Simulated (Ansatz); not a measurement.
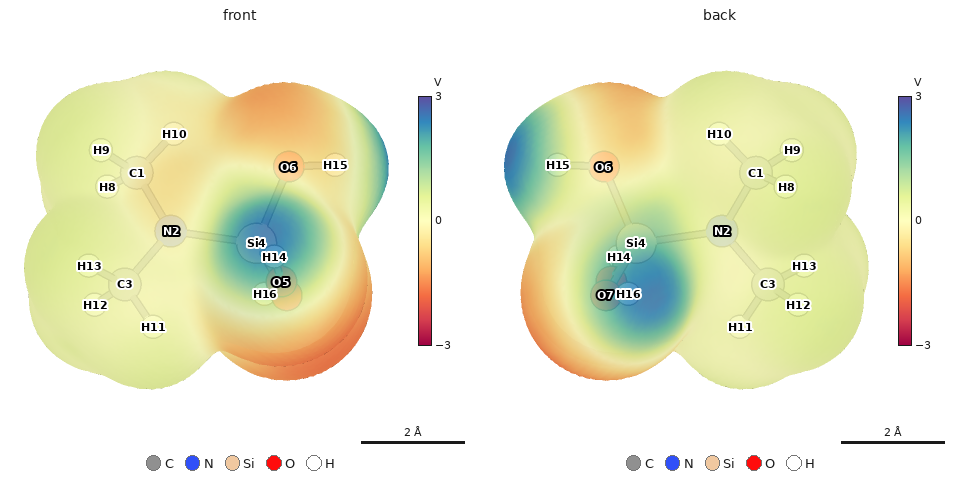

The picture shows: C2H9NO3Si (SMILES CN(C)[Si](O)(O)O). The electrostatic potential painted on the density surface at 0.002 e/bohr³, seen from the front and from behind; red is negative and blue positive.

Geometry: PBE0-D4/def2-TZVP.

Level of theory: Ansatz 0.2.0, RKS PBE0-D4/def2-TZVPP.

Input

```
crystal:
  periodic: [false, false, false]
  atoms:
    - {symbol: C, position_ang: [1.242050, 0.364178, 1.199296]}
    - {symbol: N, position_ang: [0.430823, -0.214425, 0.156705]}
    - {symbol: C, position_ang: [0.781502, -1.577470, -0.164904]}
    - {symbol: Si, position_ang: [-0.943735, 0.515576, -0.527562]}
    - {symbol: O, position_ang: [-1.077399, 0.178771, -2.122794]}
    - {symbol: O, position_ang: [-0.758720, 2.116763, -0.217098]}
    - {symbol: O, position_ang: [-2.390312, -0.025448, 0.026436]}
    - {symbol: H, position_ang: [1.151931, -0.193683, 2.142758]}
    - {symbol: H, position_ang: [2.303471, 0.356618, 0.917585]}
    - {symbol: H, position_ang: [0.949080, 1.397634, 1.379923]}
    - {symbol: H, position_ang: [0.151647, -1.957050, -0.971530]}
    - {symbol: H, position_ang: [0.663648, -2.245068, 0.700295]}
    - {symbol: H, position_ang: [1.827114, -1.648301, -0.493468]}
    - {symbol: H, position_ang: [-0.373626, 0.520697, -2.675471]}
    - {symbol: H, position_ang: [-1.559246, 2.641326, -0.261898]}
    - {symbol: H, position_ang: [-2.421229, -0.252716, 0.955826]}
basis:
  gaussian: {orbitals: def2-TZVPP}
hamiltonian: {xc: pbe0, dispersion: d4}
output: {orbitals: {seedname: orbitals}}
```

Run with:

```sh
ansatz run in.yaml --threads 2 --pin off --events-out ev --progress --plain --max-ram 32768MiB --backend cuda --devices 0, --max-vram 18GiB
```

Where is the surface potential most negative and most positive?

Answer. The most negative region (about −1.7 V, or −39 kcal/mol for a unit charge) lies over O5 and O7, the most positive (about +2.5 V, or +58 kcal/mol for a unit charge) over H14, H15 and H16.
